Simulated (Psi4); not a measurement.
**CHCl2F (dichlorofluoromethane): levels of theory compared**

We compute a comparison of 6 runs (BLYP/def2-SVPD, M06-L/def2-SVPD, PBE0/def2-SVPD, SVWN5/def2-SVPD, TPSS/def2-SVPD, wB97X-V/def2-SVPD) of CHCl2F (dichlorofluoromethane). 

The results are computed with Psi4 1.11.

1 further run of the same task is left out (set aside as unsound or not needed).

### Step 1. Starting point

CHCl2F has 5 atoms, charge 0, and is taken as a singlet. SMILES: `FC(Cl)Cl`. The F1–C2 distance was set to 2.011 Å, away from the relaxed value. At this shape a bond of the SMILES string is far longer than usual.

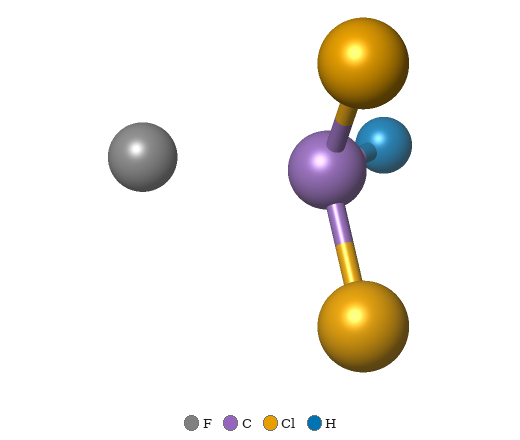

Viewed from a chosen angle; fluorine grey, carbon purple, chlorine amber, hydrogen blue.

### Step 2. Energy and gradient at BLYP/def2-SVPD (run 1)

calc.dat reads:

```
memory 1600 MB

molecule {
  0 1
  F
  C 1 2.0107
  Cl 2 1.759121 1 109.44471
  Cl 2 1.759127 3 111.55786 1 -121.26938
  H 2 1.087692 3 108.35119 4 -119.19442
  units angstrom
  symmetry c1
}

set {
  puream true
  e_convergence 1e-09
  d_convergence 1e-08
  scf_type pk
  dft_radial_points 99
  dft_spherical_points 590
}

energy_value, wavefunction = gradient("blyp/def2-SVPD", return_wfn=True)
oeprop(wavefunction, "WIBERG_LOWDIN_INDICES", "LOWDIN_CHARGES", "QUADRUPOLE")
```

The run is started by

```
psi4 calc.dat calc.out -n 1
```

calc.out:

```text
[...]
  Running in c1 symmetry.
[...]
  Nuclear repulsion =  193.149100758174114
[...]
  Multiplicity = 1
[...]
  Nalpha       = 25
  Nbeta        = 25
[...]
    Number of basis functions: 105
[...]
   @RKS iter   1: -1058.30142425453391   -1.64704e-01   5.64071e-03 DIIS/ADIIS
[...]
   @RKS iter  13: -1058.46245893825676   -3.75167e-11   7.89855e-09 DIIS
[...]
    Orbital Energies [Eh]
    ---------------------
    Doubly Occupied:
       1A   -100.786430     2A   -100.786367     3A    -24.259482
       4A    -10.137008     5A     -9.248130     6A     -9.248076
       7A     -7.088043     8A     -7.088029     9A     -7.077022
      10A     -7.077003    11A     -7.075165    12A     -7.075140
      13A     -0.955767    14A     -0.871500    15A     -0.802277
      16A     -0.617286    17A     -0.476168    18A     -0.457123
      19A     -0.408353    20A     -0.332277    21A     -0.329887
      22A     -0.313183    23A     -0.312080    24A     -0.286219
      25A     -0.284470
[...]
  @RKS Final Energy: -1058.46245893825676
   => Energetics <=
    Nuclear Repulsion Energy =            193.1491007581741144
    One-Electron Energy =               -1844.7704579363121411
    Two-Electron Energy =                 665.6175115119862085
    DFT Exchange-Correlation Energy =     -72.4586132721049552
    Empirical Dispersion Energy =           0.0000000000000000
    VV10 Nonlocal Energy =                  0.0000000000000000
    Total Energy =                      -1058.4624589382567592
[...]
  -Total Gradient:
     Atom            X                  Y                   Z
    ------   -----------------  -----------------  -----------------
       1        0.001328727533    -0.000728473462    -0.066372786735
       2       -0.020528853470     0.011254338960     0.017013171163
       3        0.002117825338    -0.003897775556     0.015693721817
       4        0.004430300736     0.000311496835     0.015694530317
       5        0.012642582675    -0.006934421661     0.017994680624
[...]
 Multipole Moments:
 ------------------------------------------------------------------------------------
     Multipole            Electronic (a.u.)      Nuclear  (a.u.)        Total (a.u.)
 ------------------------------------------------------------------------------------
 L = 1.  Multiply by 2.5417464519 to convert [e a0] to [Debye]
 Dipole X            :          1.1469940           -1.2574500           -0.1104559
 Dipole Y            :         -0.6287254            0.6892667            0.0605413
 Dipole Z            :          0.2573972            1.2239578            1.4813550
 Magnitude           :                                                    1.4867005
 L = 2.  Multiply by 1.3450342976 to convert [e a0^2] to [Debye ang]
 Quadrupole XX       :       -110.0257733           84.2588669          -25.7669064
 Quadrupole XY       :        -94.4846045           94.6337398            0.1491354
[...]
```

Run time: 30 s. Hardware: 1 thread of Intel Xeon Platinum 8259CL at 2.50GHz (Skylake/Cascade Lake), shared host; peak memory 0.63 GiB.

### Step 3. Energy and forces at M06-L/def2-SVPD (run 2)

chcl2f.inp reads:

```
memory 1600 mb

molecule geom {
  0 1
  F     -1.68018573     0.28166557     3.45873360
  C      0.01209425     0.18783878     0.05801459
  Cl     2.75881117    -1.67580913     0.23980625
  Cl    -2.11724915    -0.99248416    -2.20549936
  H      0.55671332     2.09079298    -0.49605311
  units bohr
  symmetry c1
  no_reorient
  no_com
}

set basis def2-SVPD
set reference rks
set puream true
set e_convergence 1e-09
set d_convergence 1e-08
set scf_type pk
set dft_radial_points 99
set dft_spherical_points 590

e, wfn = gradient('m06-l', return_wfn=True)
```

The run is started by

```
psi4 -i chcl2f.inp -o chcl2f.out -n 1
```

chcl2f.out:

```text
[...]
  Running in c1 symmetry.
[...]
  Nuclear repulsion =  193.149095605639644
[...]
  Multiplicity = 1
[...]
  Nalpha       = 25
  Nbeta        = 25
[...]
    Number of basis functions: 105
[...]
   @RKS iter   1: -1058.32365853541933   -2.45883e-01   5.16563e-03 ADIIS/DIIS
[...]
   @RKS iter  13: -1058.45728837151910   -3.41061e-12   2.24423e-09 DIIS
[...]
    Orbital Energies [Eh]
    ---------------------
    Doubly Occupied:
       1A   -101.218089     2A   -101.218024     3A    -24.464969
       4A    -10.285697     5A     -9.482640     6A     -9.482629
       7A     -7.196706     8A     -7.196698     9A     -7.185526
      10A     -7.185517    11A     -7.183998    12A     -7.183985
      13A     -1.037856    14A     -0.916168    15A     -0.843656
      16A     -0.647566    17A     -0.494100    18A     -0.476885
      19A     -0.424595    20A     -0.347560    21A     -0.346882
      22A     -0.328324    23A     -0.325513    24A     -0.305555
      25A     -0.304089
[...]
  @RKS Final Energy: -1058.45728837151910
   => Energetics <=
    Nuclear Repulsion Energy =            193.1490956056396442
    One-Electron Energy =               -1845.1868898753396024
    Two-Electron Energy =                 666.0998286131805344
    DFT Exchange-Correlation Energy =     -72.5193227149994755
    Empirical Dispersion Energy =           0.0000000000000000
    VV10 Nonlocal Energy =                  0.0000000000000000
    Total Energy =                      -1058.4572883715190983
[...]
 Multipole Moments:
 ------------------------------------------------------------------------------------
     Multipole            Electronic (a.u.)      Nuclear  (a.u.)        Total (a.u.)
 ------------------------------------------------------------------------------------
 L = 1.  Multiply by 2.5417464519 to convert [e a0] to [Debye]
 Dipole X            :          4.2446175           -3.5858384            0.6587790
 Dipole Y            :         39.7379927          -39.6081701            0.1298225
 Dipole Z            :          1.1587973           -2.4361460           -1.2773487
 Magnitude           :                                                    1.4430743
[...]
  -Total Gradient:
     Atom            X                  Y                   Z
    ------   -----------------  -----------------  -----------------
       1       -0.033021148988     0.000579760808     0.066008184106
       2        0.009748627705     0.032234336636    -0.010433441874
       3        0.022203572842    -0.012968760222    -0.011925941137
       4       -0.006183761581    -0.008995037698    -0.026162713136
       5        0.007229937337    -0.010873042826    -0.017447032988
[...]
```

Run time: 65 s. Hardware: 1 thread of Intel Xeon Platinum 8259CL at 2.50GHz (Skylake/Cascade Lake), shared host; peak memory 0.66 GiB.

Runs 3 to 5 aren't shown in full; the table further down has their settings and results.

### Step 4. The energy at wB97X-V/def2-SVPD (run 6)

input.inp reads:

```
memory 1600 MB

molecule {
  0 1
  F
  C 1 r2
  Cl 2 r3 1 a3
  Cl 2 r4 3 a4 1 d4
  H 2 r5 3 a5 4 d5

  r2 = 2.0107
  r3 = 1.759121
  a3 = 109.44471
  r4 = 1.759127
  a4 = 111.55786
  d4 = -121.26938
  r5 = 1.087692
  a5 = 108.35119
  d5 = -119.19442
  symmetry c1
  no_reorient
  no_com
}

set {
  basis                def2-SVPD
  puream               true
  e_convergence        1e-09
  d_convergence        1e-08
  scf_type             pk
  dft_radial_points    99
  dft_spherical_points 590
}

energy('wb97x-v')
print_variables()
```

The run is started by

```
psi4 -n 1 input.inp input.out
```

input.out:

```text
[...]
  Running in c1 symmetry.
[...]
  Nuclear repulsion =  193.149100758174086
[...]
  Multiplicity = 1
[...]
  Nalpha       = 25
  Nbeta        = 25
[...]
    Number of basis functions: 105
[...]
   @RKS iter   1: -1058.13014395555820   -4.19983e-01   5.38066e-03 DIIS/ADIIS
[...]
   @RKS iter  13: -1058.28248069309984   -1.04592e-11   2.71081e-09 DIIS
[...]
    Orbital Energies [Eh]
    ---------------------
    Doubly Occupied:
       1A   -101.575727     2A   -101.575666     3A    -24.729390
       4A    -10.531287     5A     -9.635613     6A     -9.635572
       7A     -7.398844     8A     -7.398830     9A     -7.387939
      10A     -7.387924    11A     -7.386588    12A     -7.386571
      13A     -1.188035    14A     -1.092222    15A     -1.011639
      16A     -0.810263    17A     -0.645247    18A     -0.611719
      19A     -0.571292    20A     -0.483381    21A     -0.483058
      22A     -0.465356    23A     -0.462998    24A     -0.454285
      25A     -0.453837
[...]
  @RKS Final Energy: -1058.28248069309984
   => Energetics <=
    Nuclear Repulsion Energy =            193.1491007581740860
    One-Electron Energy =               -1844.5802786716774335
    Two-Electron Energy =                 647.0227762975458745
    DFT Exchange-Correlation Energy =     -54.0801435077920516
    Empirical Dispersion Energy =           0.0000000000000000
    VV10 Nonlocal Energy =                  0.2060644306495238
    Total Energy =                      -1058.2824806930998420
[...]
 Multipole Moments:
 ------------------------------------------------------------------------------------
     Multipole            Electronic (a.u.)      Nuclear  (a.u.)        Total (a.u.)
 ------------------------------------------------------------------------------------
 L = 1.  Multiply by 2.5417464519 to convert [e a0] to [Debye]
 Dipole X            :          1.0968330           -1.2574500           -0.1606170
 Dipole Y            :         -0.6012269            0.6892667            0.0880397
 Dipole Z            :          0.2924683            1.2239578            1.5164261
 Magnitude           :                                                    1.5274479
[...]
```

It took 1.8 min on 1 thread of Intel Xeon Platinum 8259CL at 2.50GHz (Skylake/Cascade Lake), shared host; peak memory 0.76 GiB.

### Step 5. All runs side by side

| run | level | task | energy (Eh) | dipole moment (D) | HOMO energy (eV) | LUMO energy (eV) | wall time |
| --- | --- | --- | --- | --- | --- | --- | --- |
| 1 | BLYP/def2-SVPD | gradient | -1058.462459 | 3.78 | -7.74 | -4.76 | 30 s |
| 2 | M06-L/def2-SVPD | gradient | -1058.457288 | 3.67 | -8.27 | -4.77 | 65 s |
| 3 | PBE0/def2-SVPD | gradient | -1058.023797 | 3.85 | -9.85 | -3.98 | 31 s |
| 4 | SVWN5/def2-SVPD | energy | -1054.530551 | 3.81 | -7.98 | -5.06 | 13 s |
| 5 | TPSS/def2-SVPD | gradient | -1058.538626 | 3.67 | -7.99 | -4.81 | 69 s |
| 6 | wB97X-V/def2-SVPD | energy | -1058.282481 | 3.88 | -12.35 | -1.75 | 1.8 min |

### Step 6. What came out

| quantity | value |
| --- | --- |
| run 6: total energy | -1058.28248 Eh |
| run 6: dipole moment | 3.88 D |
| run 6: HOMO energy | -12.35 eV |
| run 6: LUMO energy | -1.75 eV |
| run 6: HOMO–LUMO gap | 10.60 eV |

What this shows: The dipole moment (its size) runs from 3.67 D (TPSS/def2-SVPD) to 3.88 D (wB97X-V/def2-SVPD). The HOMO–LUMO gap runs from 2.92 eV (SVWN5/def2-SVPD) to 10.60 eV (wB97X-V/def2-SVPD). Totals of different functionals can't be ranked against each other. All runs together took 5.3 min, the longest 1.8 min.
